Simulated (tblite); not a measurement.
C₈H₁₂O₃: geometry relaxation

C₈H₁₂O₃, SMILES CCC#CC(=O)OCOCC, computed with GFN2-xTB geometry optimisation, gas phase (tblite 0.8.0).

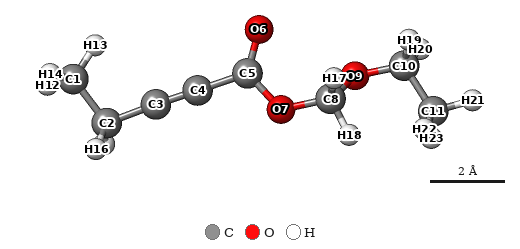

The structure as given in the input (ball-and-stick view, seen on its broad side; atoms are numbered from 1 in the order of the input).

## Input file
```
{"job": {"kind": "relax", "xc": "GFN2-xTB", "basis": "xTB"}, "charge": 0, "multiplicity": 1}
C      5.238800    -0.466600    -0.001500
C      4.331900     0.596600    -0.570500
C      2.970100     0.229100    -0.202500
C      1.818000    -0.036800     0.082200
C      0.438100    -0.357600     0.444500
O      0.119300    -1.438800     0.957500
O     -0.491100     0.615300     0.149800
C     -1.860600     0.454100     0.438200
O     -2.447100    -0.630200    -0.210500
C     -3.808500    -0.768800     0.083200
C     -4.617500     0.438600    -0.320800
H      6.010300    -0.722100    -0.754400
H      4.657300    -1.391600     0.227500
H      5.798300    -0.113200     0.907500
H      4.478400     0.635700    -1.662800
H      4.566000     1.624700    -0.190400
H     -2.033100     0.439400     1.546900
H     -2.367100     1.357400     0.029400
H     -4.009800    -0.969800     1.160600
H     -4.172100    -1.627000    -0.515800
H     -5.691600     0.168700    -0.200900
H     -4.441600     1.335900     0.294900
H     -4.491000     0.653900    -1.409200
```

The first line tells a small driver script what to run in tblite; the rest is the geometry in Å.

Launched with:
```bash
OMP_NUM_THREADS=1 python <driver script> task.json out
```

## The program's output
```
step      E/eV     max force
  0    -962.31229    2.652
  1    -962.46941    3.120
  2    -962.57002    1.343
  3    -962.60911    1.549
  4    -962.67517    0.581
  5    -962.70074    0.334
  6    -962.72110    0.331
  7    -962.73592    0.303
  8    -962.74920    0.228
  9    -962.75820    0.184
 10    -962.76604    0.193
 11    -962.77303    0.183
 12    -962.78028    0.194
 13    -962.78795    0.190
 14    -962.79566    0.191
 15    -962.80267    0.231
 16    -962.80895    0.243
 17    -962.81546    0.233
 18    -962.82296    0.219
 19    -962.83070    0.216
 20    -962.83715    0.186
 21    -962.84153    0.127
 22    -962.84429    0.104
 23    -962.84648    0.121
 24    -962.84860    0.130
 25    -962.85072    0.113
 26    -962.85316    0.115
 27    -962.85629    0.141
 28    -962.86034    0.167
 29    -962.86510    0.141
 30    -962.86993    0.135
 31    -962.87439    0.135
 32    -962.87860    0.137
 33    -962.88282    0.151
 34    -962.88694    0.156
 35    -962.89084    0.174
 36    -962.89427    0.183
 37    -962.89848    0.173
 38    -962.90330    0.154
 39    -962.90682    0.168
 40    -962.91239    0.147
 41    -962.91640    0.141
 42    -962.91979    0.115
 43    -962.92255    0.106
 44    -962.92461    0.103
 45    -962.92641    0.094
 46    -962.92796    0.077
 47    -962.92959    0.075
 48    -962.93049    0.078
 49    -962.93205    0.086
 50    -962.93318    0.089
 51    -962.93413    0.067
 52    -962.93482    0.065
 53    -962.93552    0.059
 54    -962.93624    0.051
 55    -962.93694    0.062
 56    -962.93763    0.071
 57    -962.93841    0.072
 58    -962.93939    0.065
 59    -962.94029    0.058
 60    -962.94083    0.042
 61    -962.94115    0.035
 62    -962.94143    0.041
 63    -962.94173    0.050
 64    -962.94200    0.037
 65    -962.94219    0.028
 66    -962.94234    0.030
 67    -962.94248    0.031
 68    -962.94260    0.027
 69    -962.94272    0.022
 70    -962.94282    0.021
 71    -962.94294    0.026
 72    -962.94306    0.029
 73    -962.94318    0.026
 74    -962.94332    0.032
 75    -962.94351    0.036
 76    -962.94376    0.050
 77    -962.94406    0.051
 78    -962.94439    0.039
 79    -962.94475    0.039
 80    -962.94518    0.044
 81    -962.94564    0.057
 82    -962.94604    0.049
 83    -962.94633    0.035
 84    -962.94656    0.040
 85    -962.94676    0.031
 86    -962.94694    0.026
 87    -962.94710    0.023
 88    -962.94723    0.027
 89    -962.94737    0.026
 90    -962.94751    0.023
 91    -962.94763    0.025
 92    -962.94774    0.026
 93    -962.94787    0.029
 94    -962.94805    0.040
 95    -962.94831    0.043
 96    -962.94864    0.047
 97    -962.94909    0.054
 98    -962.94975    0.071
 99    -962.95061    0.075
100    -962.95157    0.069
101    -962.95255    0.067
102    -962.95337    0.057
103    -962.95368    0.122
104    -962.95432    0.053
105    -962.95465    0.030
106    -962.95520    0.029
107    -962.95551    0.056
108    -962.95564    0.097
109    -962.95589    0.044
110    -962.95614    0.043
111    -962.95658    0.068
112    -962.95718    0.057
113    -962.95774    0.054
114    -962.95827    0.065
115    -962.95853    0.106
116    -962.95927    0.057
117    -962.95973    0.048
118    -962.96044    0.049
119    -962.96129    0.057
120    -962.96238    0.071
121    -962.96365    0.075
122    -962.96149    0.223
123    -962.96546    0.079
124    -962.96635    0.063
125    -962.96827    0.131
126    -962.96968    0.108
127    -962.97218    0.093
128    -962.97309    0.195
129    -962.97285    0.192
130    -962.97581    0.074
131    -962.97713    0.132
132    -962.97932    0.158
133    -962.98494    0.211
134    -962.98880    0.239
135    -962.99335    0.265
136    -962.98717    0.500
137    -963.00121    0.118
138    -963.00445    0.147
139    -963.01096    0.320
140    -963.01522    0.131
141    -963.01812    0.118
142    -963.02357    0.136
143    -963.02638    0.137
144    -963.02946    0.104
145    -963.03240    0.103
146    -963.03444    0.099
147    -963.03628    0.102
148    -963.03736    0.126
149    -963.03866    0.083
150    -963.03950    0.069
151    -963.04029    0.061
152    -963.04125    0.062
153    -963.04204    0.065
154    -963.04307    0.091
155    -963.04447    0.079
156    -963.04623    0.080
157    -963.04815    0.090
158    -963.05006    0.108
159    -963.05162    0.101
160    -963.05262    0.064
161    -963.05335    0.055
162    -963.05408    0.080
163    -963.05488    0.083
164    -963.05563    0.056
165    -963.05625    0.051
166    -963.05678    0.073
167    -963.05734    0.055
168    -963.05790    0.050
169    -963.05830    0.036
170    -963.05855    0.031
171    -963.05875    0.032
172    -963.05895    0.030
173    -963.05911    0.024
174    -963.05923    0.024
175    -963.05933    0.026
176    -963.05941    0.021
177    -963.05948    0.025
178    -963.05954    0.024
179    -963.05960    0.036
180    -963.05967    0.033
181    -963.05975    0.027
182    -963.05983    0.029
183    -963.05989    0.026
184    -963.05995    0.031
185    -963.06001    0.029
186    -963.06008    0.020
187    -963.06018    0.023
188    -963.06033    0.044
189    -963.06056    0.068
190    -963.06088    0.091
191    -963.06136    0.094
192    -963.06178    0.122
193    -963.06276    0.065
194    -963.06391    0.091
195    -963.06505    0.060
196    -963.06548    0.236
197    -963.06639    0.076
198    -963.06572    0.217
199    -963.06767    0.049
200    -963.06814    0.045
201    -963.06905    0.150
202    -963.06959    0.065
203    -963.07017    0.044
204    -963.07068    0.131
205    -963.07162    0.073
206    -963.07259    0.085
207    -963.07457    0.131
208    -963.07538    0.088
209    -963.07746    0.081
210    -963.07695    0.301
211    -963.07968    0.075
212    -963.08076    0.105
213    -963.08240    0.154
214    -963.08368    0.193
215    -963.08647    0.141
216    -963.08867    0.133
217    -963.08968    0.249
218    -963.08973    0.392
219    -963.09111    0.273
220    -963.09210    0.095
221    -963.09250    0.108
222    -963.09295    0.103
223    -963.09336    0.071
224    -963.09356    0.043
225    -963.09374    0.028
226    -963.09393    0.036
227    -963.09407    0.028
228    -963.09421    0.031
229    -963.09431    0.018
230    -963.09437    0.017
231    -963.09444    0.018
232    -963.09451    0.024
233    -963.09457    0.023
234    -963.09463    0.022
235    -963.09471    0.019
236    -963.09481    0.023
237    -963.09493    0.031
238    -963.09508    0.031
239    -963.09524    0.026
240    -963.09542    0.029
241    -963.09562    0.030
242    -963.09584    0.029
243    -963.09606    0.030
244    -963.09628    0.033
245    -963.09647    0.027
246    -963.09662    0.023
247    -963.09672    0.020
248    -963.09680    0.022
249    -963.09687    0.023
250    -963.09694    0.024
251    -963.09700    0.023
252    -963.09705    0.021
253    -963.09710    0.019
254    -963.09715    0.016
255    -963.09720    0.015
256    -963.09724    0.016
257    -963.09727    0.014
258    -963.09729    0.010
```

## Trajectory as extended XYZ (Å, eV, eV/Å), 5 of the 259 frames kept, from step=0 to step=258
```
23
Properties=species:S:1:pos:R:3:forces:R:3 step=0 energy=-962.31229
C     5.2388   -0.4666   -0.0015    1.4140  -0.7730   0.5390
C     4.3319    0.5966   -0.5705   -0.5060   0.5780   0.1040
C     2.9701    0.2291   -0.2025   -1.1250   0.4190  -0.1750
C     1.8180   -0.0368    0.0822   -0.0820   0.5510  -0.1540
C     0.4381   -0.3576    0.4445   -0.9470  -2.2030   0.8640
O     0.1193   -1.4388    0.9575    0.8100   2.3340  -0.9630
O    -0.4911    0.6153    0.1498    0.7190  -0.2860  -0.1220
C    -1.8606    0.4541    0.4382   -0.0890   0.4590   0.0820
O    -2.4471   -0.6302   -0.2105    0.5820  -0.5510   0.2390
C    -3.8085   -0.7688    0.0832   -0.4610  -0.3120   0.0600
C    -4.6175    0.4386   -0.3208   -1.5440   0.4860  -0.7180
H     6.0103   -0.7221   -0.7544   -0.3210  -0.0350   0.4830
H     4.6573   -1.3916    0.2275    0.6260   0.7500  -0.0410
H     5.7983   -0.1132    0.9075   -0.7400  -0.4730  -0.7120
H     4.4784    0.6357   -1.6628   -0.4990  -0.0110   0.2720
H     4.5660    1.6247   -0.1904   -0.2430  -0.7670  -0.1450
H    -2.0331    0.4394    1.5469    0.1680  -0.2930  -0.3980
H    -2.3671    1.3574    0.0294    0.6790   0.1070   0.2670
H    -4.0098   -0.9698    1.1606    0.4010  -0.0520  -0.3210
H    -4.1721   -1.6270   -0.5158    0.4090   0.2100   0.3310
H    -5.6916    0.1687   -0.2009    0.6120   0.2540  -0.0030
H    -4.4416    1.3359    0.2949   -0.0010  -0.4350  -0.3970
H    -4.4910    0.6539   -1.4092    0.1370   0.0450   0.9060
23
Properties=species:S:1:pos:R:3:forces:R:3 step=64 energy=-962.94200
C     5.2281   -0.5178   -0.0094   -0.0050  -0.0040   0.0140
C     4.2307    0.4349   -0.6693    0.0160   0.0010   0.0000
C     2.8801    0.2059   -0.2142    0.0190   0.0130  -0.0290
C     1.7497    0.0307    0.1593   -0.0320  -0.0150   0.0030
C     0.4157   -0.2135    0.6292   -0.0110   0.0160   0.0190
O     0.0976   -1.0852    1.3912    0.0020  -0.0090  -0.0020
O    -0.4319    0.7147    0.1215   -0.0180  -0.0250   0.0030
C    -1.7849    0.5855    0.4575   -0.0180   0.0130   0.0020
O    -2.3825   -0.3233   -0.4173    0.0100   0.0050   0.0140
C    -3.6910   -0.7175   -0.0581    0.0140   0.0020  -0.0070
C    -4.7495    0.3467   -0.3384    0.0000   0.0090   0.0130
H     6.2350   -0.3111   -0.3654   -0.0190   0.0020  -0.0080
H     4.9808   -1.5508   -0.2420   -0.0070   0.0090   0.0050
H     5.2094   -0.3940    1.0706   -0.0020  -0.0140   0.0070
H     4.2531    0.3115   -1.7560   -0.0010  -0.0070  -0.0030
H     4.4962    1.4715   -0.4424    0.0090   0.0120  -0.0020
H    -1.8876    0.2389    1.5034   -0.0010   0.0020  -0.0200
H    -2.2088    1.5956    0.3531    0.0050   0.0130  -0.0070
H    -3.7176   -1.0063    1.0027    0.0190  -0.0020   0.0000
H    -3.8851   -1.6024   -0.6681    0.0060  -0.0080  -0.0090
H    -5.7351   -0.0649   -0.1412   -0.0090  -0.0140  -0.0110
H    -4.6097    1.2192    0.2944    0.0140   0.0100   0.0210
H    -4.6975    0.6586   -1.3782    0.0070  -0.0080  -0.0010
23
Properties=species:S:1:pos:R:3:forces:R:3 step=129 energy=-962.97285
C     5.0752   -0.7186    0.1226   -0.0250   0.0300  -0.0520
C     4.2063    0.2897   -0.6308    0.0150  -0.0130  -0.0010
C     2.8206    0.2127   -0.2383    0.0510   0.0360  -0.0030
C     1.6620    0.1842    0.0835   -0.0140   0.0360   0.0700
C     0.3048    0.1140    0.5381   -0.0420  -0.0660  -0.0080
O    -0.1064   -0.6812    1.3423   -0.0590  -0.0220  -0.0110
O    -0.4384    1.0797   -0.0410   -0.0490   0.0240   0.0530
C    -1.8296    1.0659    0.2183   -0.0110  -0.0340   0.0270
O    -2.4617    0.3024   -0.7538    0.0620   0.0200  -0.1120
C    -3.3832   -0.6787   -0.3199    0.0130  -0.0800  -0.0390
C    -4.7292   -0.0706    0.0554    0.0300   0.0980   0.0290
H     6.0983   -0.6690   -0.2361    0.0750   0.0420  -0.0110
H     4.7055   -1.7244   -0.0410   -0.0530  -0.1110  -0.0030
H     5.0692   -0.5216    1.1899   -0.0320   0.0460   0.0440
H     4.2694    0.1026   -1.7062    0.0050   0.0080  -0.0180
H     4.5484    1.3116   -0.4428    0.0590  -0.0120  -0.0060
H    -2.0149    0.6794    1.2340    0.0170  -0.0110  -0.0590
H    -2.1480    2.1132    0.1456    0.0420   0.0590  -0.0030
H    -2.9735   -1.2551    0.5205    0.0320   0.0120  -0.0260
H    -3.4985   -1.3414   -1.1860    0.0080   0.0520   0.1060
H    -5.4541   -0.8577    0.2077   -0.1310  -0.1340   0.0440
H    -4.6536    0.5150    0.9700    0.0120   0.0120  -0.0400
H    -5.0736    0.5750   -0.7490   -0.0030   0.0060   0.0190
23
Properties=species:S:1:pos:R:3:forces:R:3 step=194 energy=-963.06391
C     4.7411   -0.9101    0.2818    0.0230  -0.0070   0.0210
C     4.0595    0.1543   -0.5789    0.0160  -0.0090   0.0000
C     2.6550    0.2591   -0.2672    0.0320  -0.0070   0.0000
C     1.4824    0.3212   -0.0048   -0.0320   0.0000   0.0450
C     0.1041    0.3628    0.3919   -0.0360  -0.0380   0.0510
O    -0.3762   -0.3331    1.2519    0.0210   0.0660  -0.0590
O    -0.5628    1.2960   -0.3103    0.0420  -0.0020   0.0060
C    -1.9393    1.5164   -0.0068   -0.0140  -0.0160  -0.0210
O    -2.7804    0.8757   -0.8886   -0.0410   0.0040  -0.0290
C    -3.1087   -0.4795   -0.5839   -0.0100  -0.0290   0.0320
C    -4.2495   -0.5867    0.4236   -0.0200  -0.0140   0.0210
H     5.8013   -0.9646    0.0411   -0.0450  -0.0170  -0.0200
H     4.2865   -1.8827    0.1076    0.0320   0.0060   0.0170
H     4.6404   -0.6662    1.3373   -0.0190  -0.0110  -0.0220
H     4.1549   -0.0953   -1.6390    0.0360  -0.0020  -0.0170
H     4.5329    1.1259   -0.4135   -0.0270   0.0270  -0.0120
H    -2.1164    1.2262    1.0400   -0.0070   0.0220  -0.0150
H    -2.0877    2.5911   -0.1531   -0.0130  -0.0080   0.0410
H    -2.2271   -1.0147   -0.2168   -0.0170  -0.0130  -0.0050
H    -3.4149   -0.9131   -1.5400    0.0250   0.0210   0.0180
H    -4.5169   -1.6311    0.5625    0.0260   0.0070  -0.0180
H    -3.9640   -0.1776    1.3909    0.0170   0.0020  -0.0430
H    -5.1191   -0.0468    0.0573    0.0100   0.0180   0.0090
23
Properties=species:S:1:pos:R:3:forces:R:3 step=258 energy=-963.09729
C     4.4222   -1.0376    0.3555    0.0010   0.0010   0.0020
C     3.8128    0.0383   -0.5445    0.0000   0.0000   0.0000
C     2.4347    0.2937   -0.2014   -0.0090  -0.0020   0.0030
C     1.2866    0.4962    0.0980    0.0060   0.0050  -0.0060
C    -0.0741    0.7055    0.5034   -0.0030  -0.0060   0.0030
O    -0.5526    0.2801    1.5240    0.0000  -0.0010   0.0020
O    -0.7302    1.4516   -0.4057    0.0000   0.0020   0.0050
C    -2.1128    1.7019   -0.1812   -0.0010  -0.0010  -0.0060
O    -2.9246    0.9502   -1.0081    0.0000  -0.0060  -0.0020
C    -2.9385   -0.4558   -0.7786   -0.0020   0.0020   0.0030
C    -3.5113   -0.8623    0.5752    0.0050   0.0060   0.0020
H     5.4622   -1.2040    0.0850   -0.0020  -0.0010  -0.0020
H     3.8794   -1.9739    0.2498    0.0010   0.0040  -0.0020
H     4.3768   -0.7314    1.3978   -0.0010   0.0020  -0.0030
H     3.8612   -0.2715   -1.5924    0.0000  -0.0040   0.0010
H     4.3701    0.9742   -0.4431    0.0030  -0.0010   0.0020
H    -2.3306    1.5442    0.8861    0.0040   0.0020  -0.0030
H    -2.2852    2.7454   -0.4604    0.0000   0.0010   0.0030
H    -1.9270   -0.8675   -0.8993   -0.0020   0.0030   0.0030
H    -3.5651   -0.8378   -1.5878    0.0010   0.0030   0.0020
H    -3.6885   -1.9341    0.5775   -0.0030  -0.0010   0.0000
H    -2.8176   -0.6313    1.3804    0.0010  -0.0030  -0.0020
H    -4.4526   -0.3472    0.7529    0.0010  -0.0060  -0.0050
```

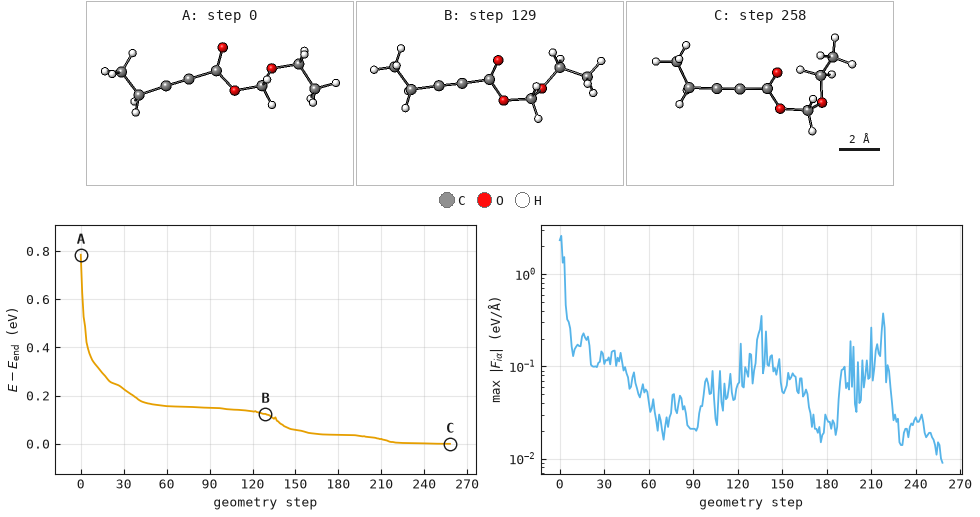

Frames of the relaxation (ball-and-stick view, seen on its broad side) above the curves, on which the letters mark them (steps are counted from 0).

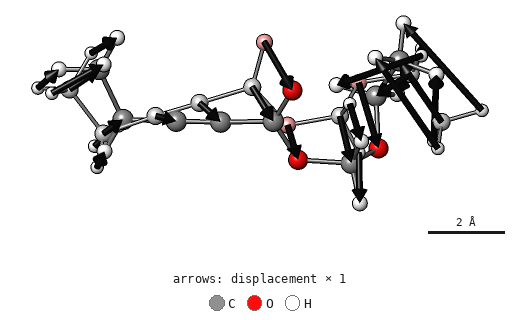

Start (faint) and end (solid) with the displacements as black arrows, at true length (ball-and-stick view, seen on its broad side). The two geometries are laid on each other by the best rigid fit. Over 258 geometry steps the energy falls by 0.785 eV. Largest force component: 2.3 eV/Å at the start, 0.009 eV/Å at the end. The atom that moves furthest after the best rigid fit is H21 (3.10 Å). By element the largest moves are H 3.10 Å, C 2.03 Å, O 1.82 Å. Among the contacts that change: C5–O6 1.238 → 1.205 Å, C5–O7 1.377 → 1.347 Å, C11–H23 1.117 → 1.088 Å, O9–C10 1.400 → 1.425 Å. Among the angles that change: C4–C5–O7 115.4° → 110.6°, C1–C2–C3 106.8° → 111.4°, C5–O7–C8 122.1° → 117.7°. (Atoms are counted from 1 in the order of the input.)

## Key numbers

```json
{"quantity": "outcome", "value": "converged"}
{"quantity": "total energy", "value": "−963.0973 eV"}
{"quantity": "hardware", "value": "1 CPU thread, shared host"}
{"quantity": "wall time", "value": "12 s (CPU time 7.6 s; the host was busy)"}
{"quantity": "peak memory", "value": "0.18 GiB"}
```
